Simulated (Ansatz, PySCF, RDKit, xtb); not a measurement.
**ZrH3S3F: ranking a sample of isomers**

A sample of isomers of ZrH3S3F is drawn. Aim: find which of them has the lowest free energy at 298.15 K, then its properties. The sample is small against all isomers, and the most stable one of this formula need not be in it. One structure proposed beforehand is put among the starts (marked given), to see whether the search confirms or beats it.

Plan: many cheap relaxations first (GFN2-xTB), then density-functional screening, relaxation at PBE0-D4/def2-SVP, vibrations (at GFN2-xTB) and a final energy. The numbers are computed, not measured.

1 further run of the same task is left out (set aside as unsound or not needed).

## Step 1: Possible bonding patterns

Isomers were drawn by moving bonds and hydrogen atoms under normal valences; this is a sample, not all of them. O–O, O–halogen and N–halogen bonds and N–N–N chains are not drawn. That gives 1 candidate.

```tsv
label	SMILES	spin
c032	[F][Zr]([SH])([SH])[SH]	singlet
```

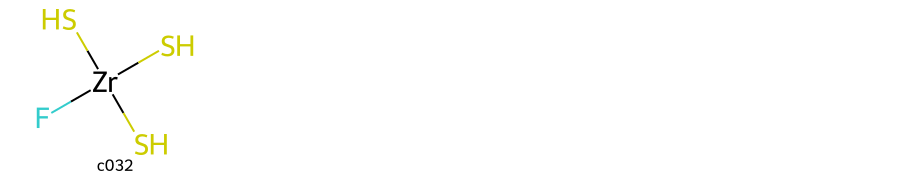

Structural formulas of the candidates.

Candidates are built by distance geometry, with a force field where one applies, in up to four conformers (letters a to d). 6 more come from a given structure, shaken or with two atoms exchanged.

## Step 2: Cheap relaxation of all starts

All 10 starts are relaxed the same way. One of them, c112 (given structure shaken), in full:

start.xyz reads:

```xyz
8
c112
F     -1.797234    -0.324520     1.072477
S      1.705920     0.099726     1.149861
S     -0.536464     2.285752    -1.653385
S     -0.154958    -2.370511    -0.643156
Zr    -0.126410     0.640003    -0.388635
H      0.991903    -0.533343     2.651961
H      0.127267     2.238283    -0.781507
H     -1.164544    -2.483621    -0.282673
```

Launch:

```
xtb start.xyz --gfn 2 --opt
```

The program printed, shortened:

```text
* xtb version 6.7.1
[...]
          :  # basis functions                  47          :
[...]
          :  # electrons                        32          :
[...]
          :  Hamiltonian                  GFN2-xTB          :
[...]
          :  net charge                          0          :
          :  unpaired electrons                  0          :
[...]
   *** convergence criteria satisfied after 38 iterations ***
[...]
   *** GEOMETRY OPTIMIZATION CONVERGED AFTER 33 ITERATIONS ***
[...]
   *** convergence criteria satisfied after 3 iterations ***
[...]
         ::                     SUMMARY                     ::
         :::::::::::::::::::::::::::::::::::::::::::::::::::::
         :: total energy             -17.733987215970 Eh    ::
         :: gradient norm              0.000530482174 Eh/a0 ::
         :: HOMO-LUMO gap              1.786846047473 eV    ::
         ::.................................................::
         :: SCC energy               -17.798596525473 Eh    ::
         :: -> isotropic ES            0.065846148464 Eh    ::
         :: -> anisotropic ES         -0.001791214121 Eh    ::
         :: -> anisotropic XC          0.002401426082 Eh    ::
         :: -> dispersion             -0.005820375283 Eh    ::
         :: repulsion energy           0.064609309503 Eh    ::
         :: add. restraining           0.000000000000 Eh    ::
         :: total charge               0.000000000000 e     ::
         :::::::::::::::::::::::::::::::::::::::::::::::::::::
[...]
        16        2.0000           -0.4037020             -10.9853 (HOMO)
        17                         -0.3380366              -9.1984 (LUMO)
[...]
     #   Z          covCN         q      C6AA      α(0)
     1   9          0.641    -0.424    13.864     4.394
     2  16          1.726    -0.394   158.400    21.185
     3  16          1.726    -0.411   159.212    21.239
     4  16          1.726    -0.407   159.025    21.227
     5  40          3.065     1.074   101.588    24.253
     6   1          0.926     0.189     1.158     1.683
     7   1          0.927     0.185     1.180     1.699
     8   1          0.926     0.189     1.154     1.680
[...]
     #   Z sym  total        # sym  WBO       # sym  WBO       # sym  WBO
 ---------------------------------------------------------------------------
     1   9      1.010 --     5      0.902
     2  16      2.193 --     5      1.124     6      0.918
     3  16      2.166 --     5      1.093     7      0.918
     4  16      2.178 --     5      1.103     8      0.918
     5  40      4.345 --     2      1.124     4      1.103     3      1.093
                             1      0.902
     6   1      0.964 --     2      0.918
     7   1      0.966 --     3      0.918
     8   1      0.964 --     4      0.918
 ---------------------------------------------------------------------------
[...]
molecular dipole:
                 x           y           z       tot (Debye)
 q only:        0.037      -0.080       0.440
   full:       -0.403      -0.116       0.562       1.782
molecular quadrupole (traceless):
[...]
          | TOTAL ENERGY              -17.733987215970 Eh   |
          | GRADIENT NORM               0.000530482174 Eh/α |
          | HOMO-LUMO GAP               1.786846047473 eV   |
           -------------------------------------------------
[...]
```

Wall time 0.19 s (2 threads of Arm Neoverse V2, shared host).

## Step 3: The minima found

10 of the 10 relaxations converged; 4 ended on a minimum already found. 6 distinct structures remain:

```tsv
label	start	SMILES after	spin	energy (kcal/mol)
c157	altered	[F][ZrH]1([SH])[S][SH]1 ‡	singlet	0.0
c476	altered	[F][Zr]([SH])([SH])[SH]	singlet	19.5
c112	altered	[F][Zr]([SH])([SH])[SH]	singlet	19.5
c032d	drawn	[F][Zr]([SH])([SH])[SH]	singlet	19.5
c032a	given	[F][Zr]([SH])([SH])[SH]	singlet	19.5
c717	altered	[F][Zr]([SH])([SH])[SH]	singlet	19.6
```

‡ marks the bonded skeleton alone, with all bonds drawn single: no Lewis structure was assigned that passes a check against the bond lengths.

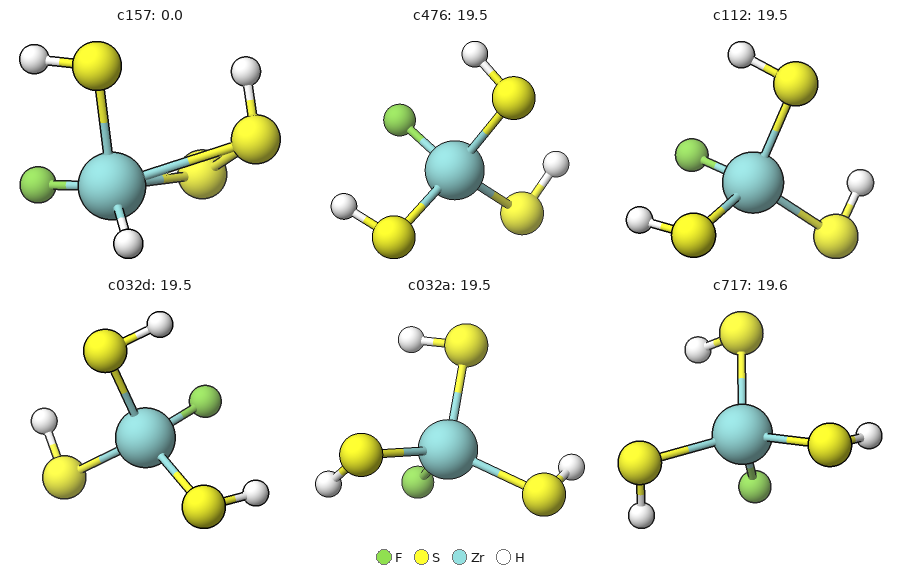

The 6 lowest minima that did not fall apart, with their GFN2-xTB energies in kcal/mol.

## Step 4: Single points on the low minima

A choice of the minima (the low ones first, few conformers of a pattern, up to a cap) and the lowest that fell apart get a single point at r2SCAN-D4/def2-SVP on the tight-binding geometry, and one at HF/STO-3G for comparison. The lowest singlets are also tried as triplets at the same geometry (label ending in t). Within 30 kcal/mol but not screened, among others: c032d, c717. The first, c032a:

input.yaml reads:

```yaml
crystal:
  periodic: [false, false, false]
  atoms:
    - symbol: F
      position_ang: [-1.556500, 0.067430, 0.906110]
    - symbol: S
      position_ang: [1.783300, 0.361090, 1.274940]
    - symbol: S
      position_ang: [-0.177120, 2.005540, -1.738440]
    - symbol: S
      position_ang: [-0.133750, -2.222650, -1.105100]
    - symbol: Zr
      position_ang: [-0.107520, 0.070840, -0.247480]
    - symbol: H
      position_ang: [1.350340, -0.618430, 2.086960]
    - symbol: H
      position_ang: [0.111770, 2.845400, -0.725580]
    - symbol: H
      position_ang: [-1.270510, -2.509220, -0.451410]
basis:
  gaussian:
    orbitals: def2-SVP
hamiltonian:
  xc: {name: r2SCAN}
  dispersion: d4
scf:
  lower_state_search: off
output: {orbitals: {seedname: orbitals}}
```

Launch:

```
ansatz run input.yaml --threads 2 --pin off --max-ram 5220MiB --events-out events.jsonl --progress --plain --runs-dir runs
```

The program printed, shortened:

```text
Warning: RAYON_NUM_THREADS=2 ignored (pool sized by the plan → 2); use --threads N
Functional definition: r2SCAN
  name "r2SCAN"
[...]
1215 factors; their error is unknown
[...]
mean field -36543.80363748 eV, -1342.9600133978 hartree, gradient 3.3e-6 eV, S^2 0.000000; 0 other end points of the search recorded, 0 dependent functions left out
reference -36543.80366679 eV, -1342.9600144747 hartree; 36, 36 occupied and 78, 78 virtual orbitals, 1215 factors
Total energy: -36543.86662740 eV, -1342.9623282347 hartree
Checks for a lower state left out: stability, starts, cluster_reference, orbital_swaps, neighbouring_geometries, increment
```

It took 3.3 s on 2 threads of Arm Neoverse V2, shared host; peak memory 0.15 GiB.

Relative energies in kcal/mol, each column from its lowest structure that stays in one piece:

```tsv
label	SMILES	spin	GFN2-xTB	HF/STO-3G	r2SCAN-D4/def2-SVP
c032a	[F][Zr]([SH])([SH])[SH]	singlet	19.5	0.0	0.0
c476	[F][Zr]([SH])([SH])[SH]	singlet	19.5	0.0	0.1
c112	[F][Zr]([SH])([SH])[SH]	singlet	19.5	0.2	0.3
c157	[F][ZrH]1([SH])[S][SH]1 ‡	singlet	0.0	51.8	49.5
c032at	[F][Zr]([SH])([SH])[SH]	triplet	–	–	83.8
```

‡ marks the bonded skeleton alone, with all bonds drawn single: no Lewis structure was assigned that passes a check against the bond lengths.

Measured from c032a, GFN2-xTB misplaces c157 by 69 kcal/mol against r2SCAN-D4/def2-SVP, so minima dropped on its energies alone could hide the lowest isomer.

## Step 5: Third filter: density-functional geometries

3 candidates are relaxed at PBE0-D4/def2-SVP (chosen among the lowest in one piece). The first, c032a:

input.yaml reads:

```yaml
crystal:
  periodic: [false, false, false]
  atoms:
    - {symbol: F, position_ang: [-1.556500, 0.067430, 0.906110]}
    - {symbol: S, position_ang: [1.783300, 0.361090, 1.274940]}
    - {symbol: S, position_ang: [-0.177120, 2.005540, -1.738440]}
    - {symbol: S, position_ang: [-0.133750, -2.222650, -1.105100]}
    - {symbol: Zr, position_ang: [-0.107520, 0.070840, -0.247480]}
    - {symbol: H, position_ang: [1.350340, -0.618430, 2.086960]}
    - {symbol: H, position_ang: [0.111770, 2.845400, -0.725580]}
    - {symbol: H, position_ang: [-1.270510, -2.509220, -0.451410]}
basis:
  gaussian:
    orbitals: def2-SVP
hamiltonian:
  xc: {name: PBE0}
  dispersion: d4
scf:
  lower_state_search: off
relax:
  f_tol: 0.006
```

Launch:

```
ansatz run input.yaml --threads 2 --pin off --max-ram 5220MiB --events-out events.jsonl --progress --plain --runs-dir runs
```

The program printed, shortened:

```text
Warning: RAYON_NUM_THREADS=2 ignored (pool sized by the plan → 2); use --threads N
[...]
Functional definition: PBE0
  name "PBE0"
[...]
1172 factors; integrals over basis functions are off by at most 2.1e-4 eV
[...]
mean field -36531.88918901 eV, -1342.5221654922 hartree, gradient 9.1e-6 eV, S^2 0.000000; 0 other end points of the search recorded, 0 dependent functions left out
[...]
reference -36531.88924930 eV, -1342.5221677077 hartree; 36, 36 occupied and 78, 78 virtual orbitals, 1172 factors
relax step   1: F+E_penalty+E_count = -36532.11471213 eV  Δ(F+E_penalty+E_count) = +0.000e0 eV  max|allowed force component| = 8.305e-1 eV/Å  Δτ_max = 0.0000 Å  (15 SCF iters, accepted)
[...]
relax step   4: F+E_penalty+E_count = -36532.25163672 eV  Δ(F+E_penalty+E_count) = -2.061e-2 eV  max|allowed force component| = 2.694e-1 eV/Å  Δτ_max = 0.2000 Å  (20 SCF iters, accepted)
[...]
Total energy: -36532.28543681 eV, -1342.5367273305 hartree
Atom 0 at    -1.566777     0.264578     1.185626 Å, force    -0.000562     0.000222     0.000712 eV/Å
Atom 1 at     2.028193     0.216677     1.252507 Å, force     0.000365    -0.000260    -0.000110 eV/Å
Atom 2 at    -0.005159     1.637028    -1.748811 Å, force     0.000216    -0.000134    -0.000100 eV/Å
Atom 3 at    -0.073615    -2.182249    -0.984962 Å, force    -0.000402    -0.000165    -0.000063 eV/Å
Atom 4 at    -0.068735     0.011404     0.050415 Å, force     0.000963     0.000217    -0.000017 eV/Å
Atom 5 at     1.511458    -0.448650     2.316565 Å, force    -0.000175     0.000043     0.000247 eV/Å
Atom 6 at    -0.408124     2.621046    -0.905450 Å, force    -0.000596     0.000196    -0.000218 eV/Å
Atom 7 at    -1.417231    -2.119834    -1.165891 Å, force     0.000192    -0.000121    -0.000450 eV/Å
Dipole moment:    -0.288492     0.047894     0.219560 e Å
Checks for a lower state left out: stability, starts, cluster_reference, orbital_swaps, neighbouring_geometries, increment
```

Wall time 37 s (2 threads of Arm Neoverse V2, shared host); peak memory 0.24 GiB.

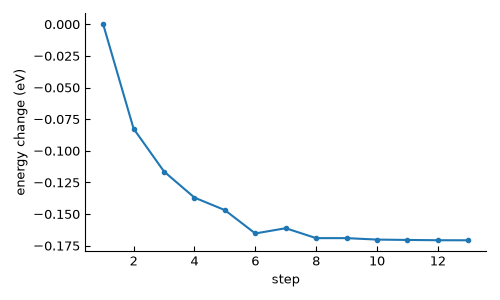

Energy along the run, all evaluated steps.

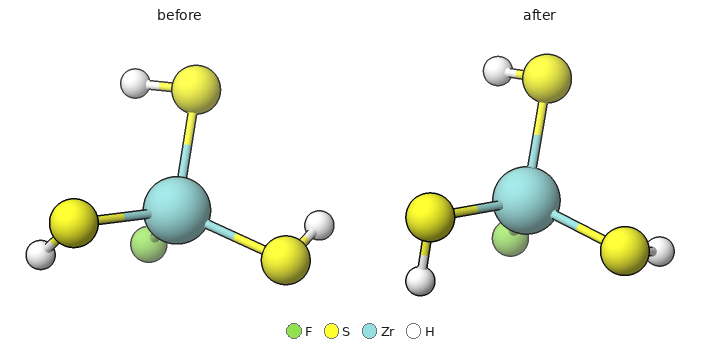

Before and after, at one scale.

After the run. Bond lengths: F1–Zr5 1.897 Å, S2–Zr5 2.426 Å, S3–Zr5 2.426 Å, S4–Zr5 2.426 Å, S2–H6 1.357 Å, S3–H7 1.357 Å, S4–H8 1.357 Å. Angles: F1–Zr5–S2 112.0°, F1–Zr5–S3 112.0°, F1–Zr5–S4 112.0°, S2–Zr5–S3 106.8°, S2–Zr5–S4 106.8°, S3–Zr5–S4 106.8°, Zr5–S2–H6 91.0°, Zr5–S3–H7 91.0°, Zr5–S4–H8 91.0°.

## Step 6: The relaxed candidates

```tsv
label	spin	r2SCAN-D4/def2-SVP (kcal/mol)	PBE0-D4/def2-SVP, relaxed (kcal/mol)	time	note
c476	singlet	0.1	0.0	48 s	same minimum as c032a
c112	singlet	0.3	0.0	34 s	same minimum as c032a
c032a	singlet	0.0	0.0	37 s
```

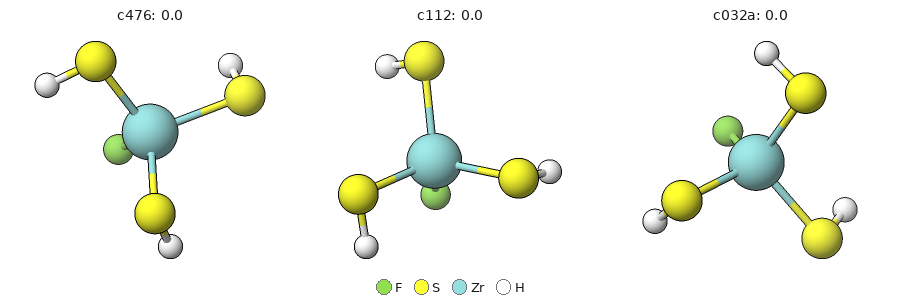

The relaxed structures, with energies at PBE0-D4/def2-SVP in kcal/mol.

## Step 7: Vibrations and thermal terms

The lowest few in one piece go on as finalists. In this search the thermal terms come from GFN2-xTB at its own nearest minimum. The first, c032a:

start.xyz reads:

```xyz
8
c032a
F     -1.566777     0.264578     1.185626
S      2.028193     0.216677     1.252507
S     -0.005159     1.637028    -1.748811
S     -0.073615    -2.182249    -0.984962
Zr    -0.068735     0.011404     0.050415
H      1.511458    -0.448650     2.316565
H     -0.408124     2.621046    -0.905450
H     -1.417231    -2.119834    -1.165891
```

Launch:

```
xtb start.xyz --gfn 2 --ohess tight
```

The program printed, shortened:

```text
* xtb version 6.7.1
[...]
          :  # basis functions                  47          :
[...]
          :  # electrons                        32          :
[...]
          :  Hamiltonian                  GFN2-xTB          :
[...]
          :  net charge                          0          :
          :  unpaired electrons                  0          :
[...]
   *** convergence criteria satisfied after 14 iterations ***
[...]
   *** GEOMETRY OPTIMIZATION CONVERGED AFTER 16 ITERATIONS ***
[...]
   *** convergence criteria satisfied after 3 iterations ***
[...]
         ::                     SUMMARY                     ::
         :::::::::::::::::::::::::::::::::::::::::::::::::::::
         :: total energy             -17.733832208389 Eh    ::
         :: gradient norm              0.000120060076 Eh/a0 ::
         :: HOMO-LUMO gap              1.922366879813 eV    ::
         ::.................................................::
         :: SCC energy               -17.798587781442 Eh    ::
         :: -> isotropic ES            0.065392074733 Eh    ::
         :: -> anisotropic ES         -0.001112215512 Eh    ::
         :: -> anisotropic XC          0.002818158684 Eh    ::
         :: -> dispersion             -0.005786150878 Eh    ::
         :: repulsion energy           0.064755573053 Eh    ::
         :: add. restraining           0.000000000000 Eh    ::
         :: total charge              -0.000000000000 e     ::
         :::::::::::::::::::::::::::::::::::::::::::::::::::::
[...]
        16        2.0000           -0.4061092             -11.0508 (HOMO)
        17                         -0.3354635              -9.1284 (LUMO)
[...]
     #   Z          covCN         q      C6AA      α(0)
     1   9          0.641    -0.421    13.826     4.388
     2  16          1.726    -0.401   158.751    21.208
     3  16          1.726    -0.402   158.754    21.209
     4  16          1.726    -0.402   158.759    21.209
     5  40          3.066     1.071   101.648    24.260
     6   1          0.927     0.185     1.178     1.697
     7   1          0.927     0.185     1.178     1.697
     8   1          0.927     0.185     1.178     1.697
[...]
          | TOTAL ENERGY              -17.733832208389 Eh   |
          | TOTAL ENTHALPY            -17.699826650832 Eh   |
          | TOTAL FREE ENERGY         -17.746191184182 Eh   |
          | GRADIENT NORM               0.000120056893 Eh/α |
[...]
```

Wall time 0.22 s (2 threads of Arm Neoverse V2, shared host).

## Step 8: Thermal terms of the finalists

As xtb prints them, at 298.15 K, with its own treatment of low modes:

```tsv
label	SMILES	spin	lowest mode (cm⁻¹)	zero-point (kcal/mol)	G − E (kcal/mol)
c032a	[F][Zr]([SH])([SH])[SH]	singlet	31i	14.8	-7.8
```

c032a keeps an imaginary mode, a small one that points to a nearly free motion; the harmonic terms are rough for it.

## Step 9: The final energy

Each finalist gets a single point at CCSD(T)/def2-SVP + MP2/def2-TZVPP - MP2/def2-SVP.

c032a, CCSD(T)/def2-SVP:

input.yaml reads:

```yaml
crystal:
  periodic: [false, false, false]
  atoms:
    - {symbol: F, position_ang: [-1.566777, 0.264578, 1.185626]}
    - {symbol: S, position_ang: [2.028193, 0.216677, 1.252507]}
    - {symbol: S, position_ang: [-0.005159, 1.637028, -1.748811]}
    - {symbol: S, position_ang: [-0.073615, -2.182249, -0.984962]}
    - {symbol: Zr, position_ang: [-0.068735, 0.011404, 0.050415]}
    - {symbol: H, position_ang: [1.511458, -0.448650, 2.316565]}
    - {symbol: H, position_ang: [-0.408124, 2.621046, -0.905450]}
    - {symbol: H, position_ang: [-1.417231, -2.119834, -1.165891]}
basis:
  gaussian:
    orbitals: def2-SVP
correlation:
  method: ccsd_t
  frozen_orbitals: {S: 5, H: 0, F: 1, Zr: 0}
```

Launch:

```
ansatz run input.yaml --threads 2 --pin off --max-ram 5220MiB --events-out events.jsonl --progress --plain --runs-dir runs
```

The program printed, shortened:

```text
Warning: RAYON_NUM_THREADS=2 ignored (pool sized by the plan → 2); use --threads N
Functional definition: HF
  name "HF"
[...]
1092 factors; integrals over basis functions are off by at most 1.3e-3 eV
[...]
mean field -36465.39850405 eV, -1340.0786778890 hartree, gradient 6.3e-6 eV, S^2 0.000000; 0 other end points of the search recorded, 0 dependent functions left out
16 core orbitals not correlated: weight in the atoms' cores, before any rotation towards them, 1.000 or more for the frozen orbitals, at most 0.000 for the correlated occupied ones
reference -36465.39850405 eV, -1340.0786778890 hartree; 20, 20 occupied and 78, 78 virtual orbitals, 1092 factors
second order -22.65341091 eV of doubles, -0.00000000 eV of singles
cycle   1  -22.90498243 eV  change   -2.5e-1 eV  update   1.7e-1
[...]
cycle  10  -23.75627665 eV  change   -1.6e-5 eV  update   2.7e-5
perturbative correction -0.84713906 eV, -0.0311317862 hartree
Total energy: -36490.00191976 eV, -1340.9828367397 hartree
```

Run time: 17 s. Hardware: 2 threads of Arm Neoverse V2, shared host; peak memory 0.57 GiB.

## Step 10: c032a at MP2/def2-TZVPP

input.yaml reads:

```yaml
crystal:
  periodic: [false, false, false]
  atoms:
    - symbol: F
      position_ang: [-1.566777, 0.264578, 1.185626]
    - symbol: S
      position_ang: [2.028193, 0.216677, 1.252507]
    - symbol: S
      position_ang: [-0.005159, 1.637028, -1.748811]
    - symbol: S
      position_ang: [-0.073615, -2.182249, -0.984962]
    - symbol: Zr
      position_ang: [-0.068735, 0.011404, 0.050415]
    - symbol: H
      position_ang: [1.511458, -0.448650, 2.316565]
    - symbol: H
      position_ang: [-0.408124, 2.621046, -0.905450]
    - symbol: H
      position_ang: [-1.417231, -2.119834, -1.165891]
basis:
  gaussian:
    orbitals: def2-TZVPP
total_charge: 0
correlation:
  method: mp2
  frozen_orbitals: {S: 5, H: 0, F: 1, Zr: 0}
```

Launch:

```
ansatz run input.yaml --threads 2 --pin off --max-ram 5220MiB --events-out events.jsonl --progress --plain --runs-dir runs
```

The program printed:

```text
Warning: RAYON_NUM_THREADS=2 ignored (pool sized by the plan → 2); use --threads N
Functional definition: HF
  name "HF"
  exchange = exact_x
  correlation = 0
1535 factors; integrals over basis functions are off by at most 1.0e-3 eV
mean field evaluation 1: about -36475.8380 eV, gradient 4.2e1 eV
mean field evaluation 2: about -36476.0713 eV, gradient 4.2e1 eV
mean field evaluation 4: about -36480.3966 eV, gradient 3.7e0 eV
mean field evaluation 8: about -36480.4940 eV, gradient 4.8e-1 eV
mean field evaluation 16: about -36480.4965 eV, gradient 2.7e-6 eV
mean field -36480.49645874 eV, -1340.6335174902 hartree, gradient 2.7e-6 eV, S^2 0.000000; 0 other end points of the search recorded, 0 dependent functions left out
16 core orbitals not correlated: weight in the atoms' cores, before any rotation towards them, 1.000 or more for the frozen orbitals, at most 0.000 for the correlated occupied ones
reference -36480.49645874 eV, -1340.6335174902 hartree; 20, 20 occupied and 219, 219 virtual orbitals, 1535 factors
second order -30.99712641 eV of doubles, -0.00000000 eV of singles
Total energy: -36511.49358515 eV, -1341.7726408751 hartree
```

Wall time 7.2 s (2 threads of Arm Neoverse V2, shared host); peak memory 0.65 GiB.

## Step 11: The ranking

Energies in kcal/mol from c032a; G adds the thermal terms to the CCSD(T)/def2-SVP + MP2/def2-TZVPP - MP2/def2-SVP energy. The columns left of the relaxed level are at the tight-binding geometries.

```tsv
label	SMILES	spin	GFN2-xTB	HF/STO-3G	r2SCAN-D4/def2-SVP	PBE0-D4/def2-SVP	HF/def2-SVP	MP2/def2-SVP	CCSD(T)/def2-SVP + MP2/def2-TZVPP - MP2/def2-SVP	G	share at equilibrium	T1
c032a	[F][Zr]([SH])([SH])[SH]	singlet	0.0	0.0	0.0	0.0	0.0	0.0	0.0	0.0	100.0 %	0.019
```

Lowest found: c032a, `[F][Zr]([SH])([SH])[SH]`, a singlet. Bond lengths: F1–Zr5 1.897 Å, S2–Zr5 2.426 Å, S3–Zr5 2.426 Å, S4–Zr5 2.426 Å, S2–H6 1.357 Å, S3–H7 1.357 Å, S4–H8 1.357 Å. Angles: F1–Zr5–S2 112.0°, F1–Zr5–S3 112.0°, F1–Zr5–S4 112.0°, S2–Zr5–S3 106.8°, S2–Zr5–S4 106.8°, S3–Zr5–S4 106.8°, Zr5–S2–H6 91.0°, Zr5–S3–H7 91.0°, Zr5–S4–H8 91.0°.

```xyz
8

F    -1.5668    0.2646    1.1856
S     2.0282    0.2167    1.2525
S    -0.0052    1.6370   -1.7488
S    -0.0736   -2.1822   -0.9850
Zr   -0.0687    0.0114    0.0504
H     1.5115   -0.4486    2.3166
H    -0.4081    2.6210   -0.9054
H    -1.4172   -2.1198   -1.1659
```

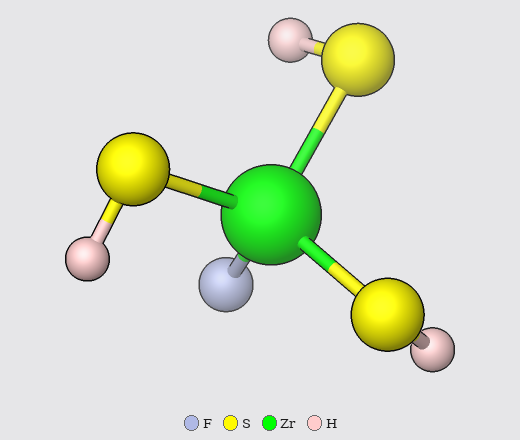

The lowest structure found, seen from a chosen angle (fluorine light blue, sulfur yellow, zirconium green, hydrogen pink).

[end of part 1 of 2]
